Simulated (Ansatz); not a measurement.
```json
{"atom": "Ga", "x (Å)": "-1.6830", "y (Å)": "-0.2177", "z (Å)": "-0.0831"}
{"atom": "Cl", "x (Å)": "-0.8061", "y (Å)": "-2.4017", "z (Å)": "1.3911"}
{"atom": "H", "x (Å)": "-2.0998", "y (Å)": "-0.8836", "z (Å)": "-1.4225"}
{"atom": "H", "x (Å)": "-2.5345", "y (Å)": "0.5237", "z (Å)": "0.9814"}
{"atom": "H", "x (Å)": "0.0821", "y (Å)": "-1.5013", "z (Å)": "1.0307"}
{"atom": "O", "x (Å)": "0.1256", "y (Å)": "0.0237", "z (Å)": "0.1091"}
{"atom": "Si", "x (Å)": "1.4217", "y (Å)": "0.9062", "z (Å)": "-0.3882"}
{"atom": "H", "x (Å)": "2.4283", "y (Å)": "0.9553", "z (Å)": "0.6961"}
{"atom": "H", "x (Å)": "2.0503", "y (Å)": "0.3024", "z (Å)": "-1.5875"}
{"atom": "H", "x (Å)": "1.0153", "y (Å)": "2.2931", "z (Å)": "-0.7272"}
```

Method: RKS BHLYP/def2-SVP in Ansatz 0.2.0.

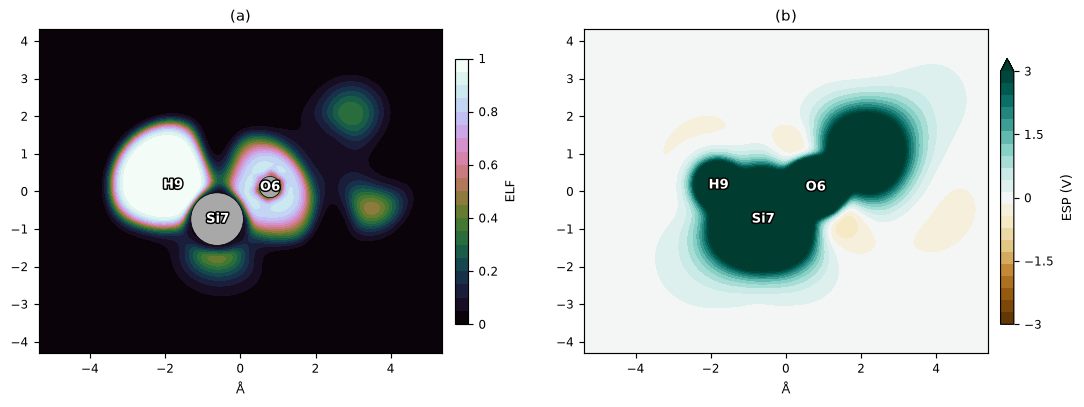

GaH₅OSi···HCl. (a) electron localisation function; (b) molecular electrostatic potential on the plane of atoms O6, Si7 and H9. Grey discs cover the atomic cores in the ELF map.

**Read the bonding off the picture.**

The section cuts through O, Si and H sites.
Si–O (1.64 Å): the ELF peaks at about 0.85 between the atoms; a polar covalent bond.
Si–H (1.48 Å): the ELF climbs to about 1 towards the hydrogen, as it does in any bond to H.
The ELF also peaks beside O6, away from the bonds: lone-pair regions.
Outside the dense part of the complex the potential is most negative (−0.7 V) near O6.
